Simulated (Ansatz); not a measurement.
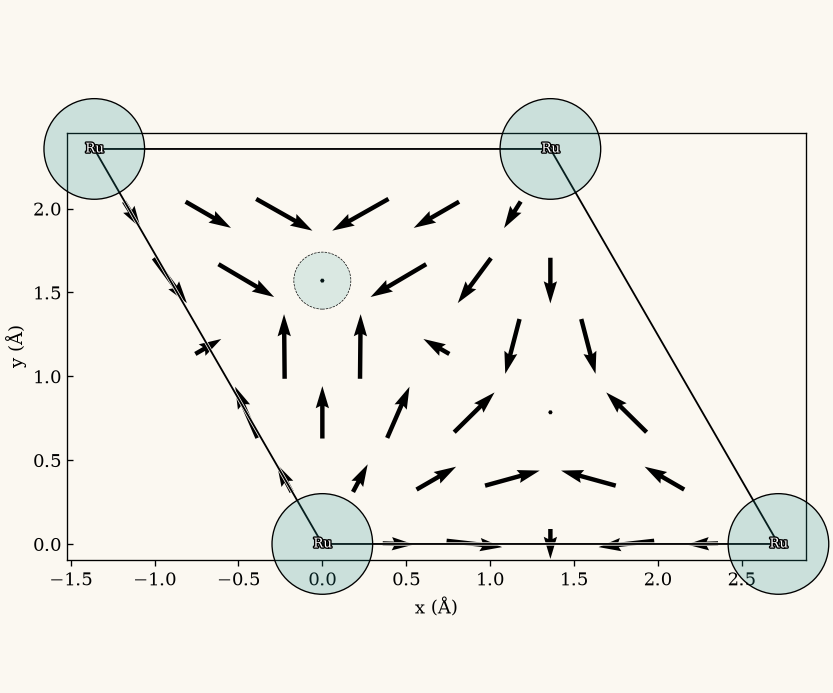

N on a Ru(001) slab cut from the P6_3/mmc phase, its upper half relaxed before the scan (16 atoms of substrate and one adsorbate in a 2 × 2 cell). N is moved over the surface cell; relaxed at each place: the height of the adsorbate's atoms; substrate rigid; the origin of the map has the adsorbate above Ru13. Places are given modulo a cell vector. The map is drawn in real space over the plane of the surface. The grid has 6 × 6 points; 10 points were computed and 26 follow by symmetry. Places are given in fractions of the 1 × 1 surface cell. Level of theory: DFT PBE, scalar-relativistic, plane waves, PAW (Ansatz 0.2.0). Settings: cutoff 420 eV, k-mesh 6×6×1, gaussian smearing 0.1 eV, no spin polarisation.

Drawn: arrows along the force (downhill), their lengths compressed, labelled circles for the atoms of the top layer and small ones for the second layer, the outline of one cell of the plane.

The arrows alone are given. Where are the wells?

Answer. The arrows converge at a threefold hollow over a second-layer Ru atom, (2/6, 4/6) of the cell vectors; a threefold hollow, (4/6, 2/6) of the cell vectors (0.60 eV up) (read from the interpolated surface).

The energy map of the same scan:

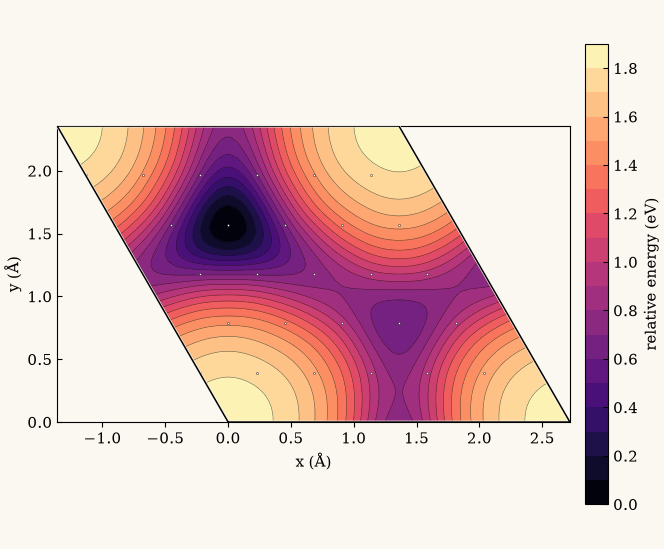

Energies are in eV, from the lowest grid point; between grid points the surface is interpolated.

PAW datasets: the set soft_1.
